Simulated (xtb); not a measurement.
**Geometry relaxation, with input and output: BSiH₂F₃ (part 3 of 3)**

BSiH₂F₃, SMILES B[Si](F)(F)F; GFN2-xTB (xtb 6.7.1 later snapshot). The geometry comes from this level: PBE0-D4/def2-TZVP.

Geometry of the input (Å):
```
B  0.2374  -1.1647  0.3290
Si -0.1560  0.7190  -0.2290
F  1.1818  1.4333  -0.6828
F  -1.1712  0.8428  -1.4348
F  -0.7723  1.5615  0.9598
H  0.8587  -1.3582  1.3284
H  -0.1172  -2.1017  -0.3162
```

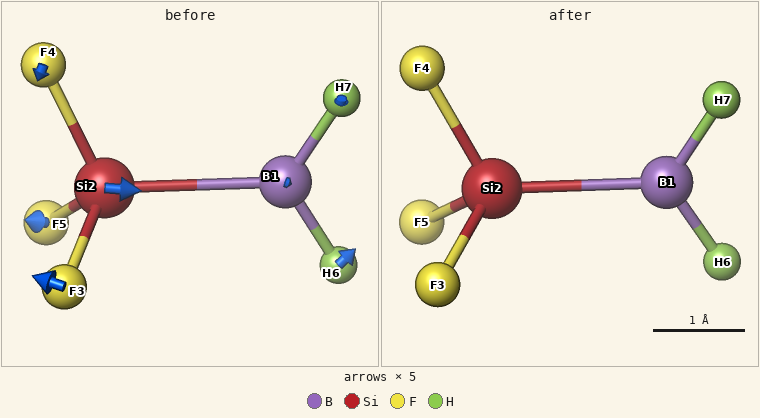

**Figure 1.** Before (left) and after (right) the relaxation, at one scale (ball-and-stick view, seen at a tilt). The blue arrows give the displacements, magnified 5 times. Over 9 geometry steps the energy falls by 13.3 kJ/mol. The largest move after the best rigid fit is that of Si2, 0.084 Å. By element the largest moves are Si 0.084 Å, F 0.080 Å, H 0.054 Å, B 0.016 Å. Among the contacts that change: B1–Si2 2.004 → 1.935 Å, B1–H6 1.193 → 1.168 Å, Si2–F3 1.583 → 1.600 Å. Among the angles that change: B1–Si2–F3 109.8° → 115.7°, F3–Si2–F5 107.7° → 102.0°, F3–Si2–F4 106.8° → 101.2°. (Atoms are counted from 1 in the order of the input.)

### Results in brief

```csv
quantity,value
outcome,converged
electrons treated,30
total energy,−18.345321 hartree
dispersion energy,−0.003226 hartree
basis functions,28
HOMO,−12.27 eV
LUMO,−9.14 eV
dipole moment,3.76 D
hardware,"1 thread of Arm Neoverse V2, 24 GiB of memory available, shared host"
peak memory,0.073 GiB
```
